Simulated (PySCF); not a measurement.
SMILES [OH][GeH2][Br], singlet, CAM-B3LYP/def2-SVP optimised geometry. Atoms within 1.6 Å of the plane z = 0.8 Å (x, y, z in Å): Ge1 (-0.44, -0.76, 0.00), Br3 (-1.09, 1.46, 0.00), H4 (-1.09, -1.46, 1.19), H5 (1.09, -0.76, 0.00).

Method: CAM-B3LYP/def2-TZVP (PySCF 2.14.0).

Map of the electron localisation function on the plane z = 0.8 Å:

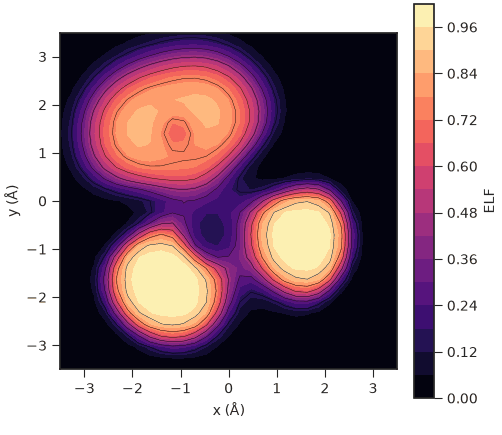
*Electron localisation function on the plane z = 0.8 Å.*
